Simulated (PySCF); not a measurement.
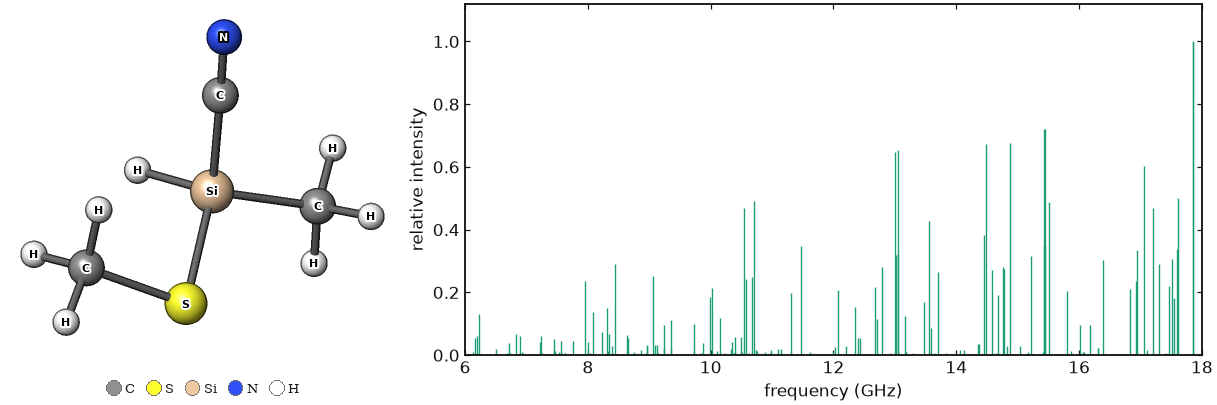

C₃H₇NSSi, SMILES CS[Si@H](C)C#N. Simulated rotational absorption lines between 6 and 18 GHz at 1.5 K: rigid rotor with the equilibrium constants and dipole of one optimised conformer (PBE0-D3(BJ)/def2-SVP, PySCF), commonest isotopes; no centrifugal distortion, hyperfine structure, internal rotation or nuclear-spin weights; lines within 1 MHz of each other are summed.

What are the rotational constants, and what kind of rotor is it?

Answer. Rotational constants A, B, C = 2.617, 1.872, 1.206 GHz; Ray's κ = −0.06, an asymmetric top midway between the limits.

Which dipole components drive the lines?

Answer.
|μa|, |μb|, |μc| = 1.46, 2.18, 1.27 D; b-type lines carry 59 % of the intensity in this range.

Known limits of this run: coarse grid, loose stop and no frequency check, small forces are noise and the end may be a saddle.
